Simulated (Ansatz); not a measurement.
**singlet SnSiH4OF+: levels of theory compared**

Aim: a comparison of 6 runs (B3LYP/def2-SVP, CAM-B3LYP/def2-SVP, PBE/def2-SVP, RPA@PBE/def2-SVP, MP2/def2-SVP, CCSD(T)/def2-SVP) of singlet SnSiH4OF+. 

The results are computed with Ansatz 0.2.0.

106 further runs of the same task are left out: 3 that didn't finish, 103 set aside as unsound or not needed. Runs told in other sessions of the task aren't counted.

### Step 1. The molecule

The species is SnSiH4OF+ (8 atoms), meant as a singlet with charge +1. As SMILES of the parent species, `[F][SnH][O][SiH3]`. The shape is that of a PBE0-D4/def2-TZVP optimisation. This is one conformer, not always the lowest. That shape belongs to the parent species and isn't relaxed for this state.

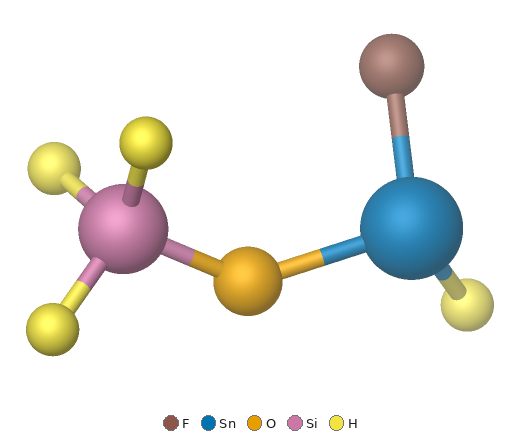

The structure, seen from a chosen angle (fluorine brown, tin blue, oxygen amber, silicon pink, hydrogen yellow).

### Step 2. A single-point energy at B3LYP/def2-SVP (core potential) (run 1)

The input, run.yaml:

```yaml
crystal:
  periodic: [false, false, false]
  atoms:
    - {symbol: F, position_ang: [-1.607300, 1.731700, 1.020300]}
    - {symbol: Sn, position_ang: [-0.420700, 1.874500, -0.493500]}
    - {symbol: O, position_ang: [0.210000, 0.039300, -0.694400]}
    - {symbol: Si, position_ang: [0.713800, -1.182700, 0.276900]}
    - {symbol: H, position_ang: [-1.435700, 2.176300, -1.877100]}
    - {symbol: H, position_ang: [1.729100, -1.982100, -0.456700]}
    - {symbol: H, position_ang: [-0.427200, -2.061300, 0.643600]}
    - {symbol: H, position_ang: [1.330300, -0.652900, 1.525000]}
basis:
  gaussian:
    orbitals: def2-SVP
total_charge: 1
hamiltonian:
  xc: {name: B3LYP}
accuracy: high
output: {orbitals: {seedname: orbitals}}
```

Run with:

```
$ ansatz run run.yaml --threads 1 --pin off --max-ram 3480MiB --events-out events.jsonl --progress --plain --runs-dir runs
```

Log:

```text
Warning: RAYON_NUM_THREADS=1 ignored (pool sized by the plan → 1); use --threads N
Functional definition: B3LYP
  name "B3LYP"
  parameter a0 = 0.2
  parameter ax = 0.72
  parameter ac = 0.81
  exchange = (1 - a0 - ax)*slater_x + ax*b88_x + a0*exact_x
  correlation = (1 - ac)*vwn_rpa_c + ac*lyp_c
2092 factors; integrals over basis functions are off by at most 8.4e-9 eV
mean field evaluation 1: about -18505.5037 eV, gradient 1.0e2 eV
mean field evaluation 2: about -18318.6568 eV, gradient 2.6e2 eV
mean field evaluation 4: about -18510.9869 eV, gradient 7.5e1 eV
mean field evaluation 8: about -18525.9241 eV, gradient 1.1e0 eV
mean field evaluation 16: about -18526.0284 eV, gradient 1.8e-3 eV
mean field -18526.02844911 eV, -680.8189881115 hartree, gradient 5.4e-8 eV, S^2 0.000000; 0 other end points of the search recorded, 0 dependent functions left out
reference -18526.02849308 eV, -680.8189897277 hartree; 28, 28 occupied and 64, 64 virtual orbitals, 2092 factors
Total energy: -18526.02849308 eV, -680.8189897277 hartree
```

Wall time 11 s (1 thread of Arm Neoverse V1, shared host); peak memory 0.34 GiB.

### Step 3. The energy at CAM-B3LYP/def2-SVP (core potential) (run 2)

The input, molecule.yaml:

```yaml
crystal:
  periodic: [false, false, false]
  atoms:
    - {symbol: F, position_ang: [-1.607300, 1.731700, 1.020300]}
    - {symbol: Sn, position_ang: [-0.420700, 1.874500, -0.493500]}
    - {symbol: O, position_ang: [0.210000, 0.039300, -0.694400]}
    - {symbol: Si, position_ang: [0.713800, -1.182700, 0.276900]}
    - {symbol: H, position_ang: [-1.435700, 2.176300, -1.877100]}
    - {symbol: H, position_ang: [1.729100, -1.982100, -0.456700]}
    - {symbol: H, position_ang: [-0.427200, -2.061300, 0.643600]}
    - {symbol: H, position_ang: [1.330300, -0.652900, 1.525000]}
basis:
  gaussian:
    orbitals: def2-SVP
output: {orbitals: {seedname: orbitals}}
hamiltonian:
  xc: {name: CAM-B3LYP}
accuracy: high
total_charge: 1
```

Run with:

```
$ ansatz run molecule.yaml --threads 1 --pin off --max-ram 3480MiB --events-out events.jsonl --progress --plain --runs-dir runs
```

Log:

```text
Warning: RAYON_NUM_THREADS=1 ignored (pool sized by the plan → 1); use --threads N
Functional definition: CAM-B3LYP
  name "CAM-B3LYP"
  parameter alpha = 0.19
  parameter beta = 0.46
  parameter omega = 0.33/bohr
[... 1 set-up line as earlier in the session ...]
  exchange = (1 - alpha - beta)*b88_x + beta*b88_x_sr(omega) + alpha*exact_x + beta*exact_x_lr(omega)
  correlation = (1 - ac)*vwn5_c + ac*lyp_c
2092 factors; integrals over basis functions are off by at most 8.4e-9 eV
456 factors; integrals over basis functions are off by at most 2.3e-9 eV
mean field evaluation 1: about -18503.7173 eV, gradient 9.6e1 eV
mean field evaluation 2: about -18410.9066 eV, gradient 2.1e2 eV
mean field evaluation 4: about -18519.9238 eV, gradient 3.0e1 eV
mean field evaluation 8: about -18521.4915 eV, gradient 4.8e-1 eV
mean field evaluation 16: about -18521.5894 eV, gradient 2.4e-3 eV
mean field -18521.58944040 eV, -680.6558575505 hartree, gradient 3.7e-8 eV, S^2 0.000000; 0 other end points of the search recorded, 0 dependent functions left out
reference -18521.58946170 eV, -680.6558583333 hartree; 28, 28 occupied and 64, 64 virtual orbitals, 2092 factors
Total energy: -18521.58946170 eV, -680.6558583333 hartree
```

Run time: 13 s. Hardware: 1 thread of Arm Neoverse V1, shared host; peak memory 0.39 GiB.

Runs 3 to 4 aren't shown in full; the table further down has their settings and results.

### Step 4. The energy at MP2/def2-SVP (core potential) (run 5)

The input, job.yaml:

```yaml
crystal:
  periodic: [false, false, false]
  atoms:
    - {symbol: F, position_ang: [-1.607300, 1.731700, 1.020300]}
    - {symbol: Sn, position_ang: [-0.420700, 1.874500, -0.493500]}
    - {symbol: O, position_ang: [0.210000, 0.039300, -0.694400]}
    - {symbol: Si, position_ang: [0.713800, -1.182700, 0.276900]}
    - {symbol: H, position_ang: [-1.435700, 2.176300, -1.877100]}
    - {symbol: H, position_ang: [1.729100, -1.982100, -0.456700]}
    - {symbol: H, position_ang: [-0.427200, -2.061300, 0.643600]}
    - {symbol: H, position_ang: [1.330300, -0.652900, 1.525000]}
basis:
  gaussian:
    orbitals: def2-SVP
total_charge: 1
correlation:
  method: mp2
  frozen_orbitals: {F: 1, H: 0, O: 1, Si: 5, Sn: 4}
accuracy: high
```

Run with:

```
$ ansatz run job.yaml --threads 1 --pin off --max-ram 3480MiB --events-out events.jsonl --progress --plain --runs-dir runs
```

Log:

```text
Warning: RAYON_NUM_THREADS=1 ignored (pool sized by the plan → 1); use --threads N
Functional definition: HF
  name "HF"
  exchange = exact_x
  correlation = 0
2092 factors; integrals over basis functions are off by at most 8.4e-9 eV
mean field evaluation 1: about -18449.1605 eV, gradient 7.1e1 eV
mean field evaluation 2: about -18449.2773 eV, gradient 7.1e1 eV
mean field evaluation 4: about -18459.4256 eV, gradient 6.4e0 eV
mean field evaluation 8: about -18459.5988 eV, gradient 7.5e-1 eV
mean field evaluation 16: about -18459.6031 eV, gradient 3.4e-6 eV
mean field -18459.60307623 eV, -678.3779006831 hartree, gradient 4.6e-8 eV, S^2 0.000000; 0 other end points of the search recorded, 0 dependent functions left out
11 core orbitals not correlated: weight in the atoms' cores, before any rotation towards them, 1.000 or more for the frozen orbitals, at most 0.000 for the correlated occupied ones
reference -18459.60307623 eV, -678.3779006831 hartree; 17, 17 occupied and 64, 64 virtual orbitals, 2092 factors
second order -15.80655901 eV of doubles, -0.00000000 eV of singles
Total energy: -18475.40963524 eV, -678.9587810127 hartree
```

Run time: 5.1 s. Hardware: 1 thread of Arm Neoverse V1, shared host; peak memory 0.28 GiB.

### Step 5. The energy at CCSD(T)/def2-SVP (core potential) (run 6)

The input, job.yaml:

```yaml
crystal:
  periodic: [false, false, false]
  atoms:
    - symbol: F
      position_ang: [-1.607300, 1.731700, 1.020300]
    - symbol: Sn
      position_ang: [-0.420700, 1.874500, -0.493500]
    - symbol: O
      position_ang: [0.210000, 0.039300, -0.694400]
    - symbol: Si
      position_ang: [0.713800, -1.182700, 0.276900]
    - symbol: H
      position_ang: [-1.435700, 2.176300, -1.877100]
    - symbol: H
      position_ang: [1.729100, -1.982100, -0.456700]
    - symbol: H
      position_ang: [-0.427200, -2.061300, 0.643600]
    - symbol: H
      position_ang: [1.330300, -0.652900, 1.525000]
basis:
  gaussian: {orbitals: def2-SVP}
correlation: {method: ccsd_t, frozen_orbitals: {F: 1, H: 0, O: 1, Si: 5, Sn: 4}}
total_charge: 1
scf: {omitted_lower_state_checks: [cluster_reference, increment]}
accuracy: high
```

Run with:

```
$ ansatz run job.yaml --threads 1 --pin off --max-ram 3480MiB --events-out events.jsonl --progress --plain --runs-dir runs
```

Log:

```text
Warning: RAYON_NUM_THREADS=1 ignored (pool sized by the plan → 1); use --threads N
[... 12 lines left out ...]
11 core orbitals not correlated: weight in the atoms' cores, before any rotation towards them, 1.000 or more for the frozen orbitals, at most 0.000 for the correlated occupied ones
[... 35 lines left out ...]
Total energy: -18476.73727567 eV, -679.0075708987 hartree
Checks for a lower state left out: cluster_reference, increment
```

Run time: 50 s. Hardware: 1 thread of Arm Neoverse V1, shared host; peak memory 0.59 GiB.

### Step 6. All runs side by side

| run | level | frozen core orbitals | energy (Eh) | wall time |
| --- | --- | --- | --- | --- |
| 1 | B3LYP/def2-SVP (core potential) | – | -680.818990 | 11 s |
| 2 | CAM-B3LYP/def2-SVP (core potential) | – | -680.655858 | 13 s |
| 3 | PBE/def2-SVP (core potential) | – | -680.402111 | 9 s |
| 4 | RPA@PBE/def2-SVP (core potential) | 11 | -679.259862 | 20 s |
| 5 | MP2/def2-SVP (core potential) | 11 | -678.958781 | 5.1 s |
| 6 | CCSD(T)/def2-SVP (core potential) | 11 | -679.007571 | 50 s |

### Step 7. Outcome

| quantity | value |
| --- | --- |
| run 6: total energy | -679.00757 Eh |
| run 6: correlation energy (11 core orbitals frozen) | -629.7 mEh |
| run 6: (T) correction | -17.60 mEh |
| run 6: T1 diagnostic | 0.025 |

Over runs 1, 2, 3 the HOMO–LUMO gap runs from 0.56 eV (PBE/def2-SVP) to 4.24 eV (CAM-B3LYP/def2-SVP). Totals of different functionals can't be ranked against each other. All runs together took 1.8 min, the longest 50 s.
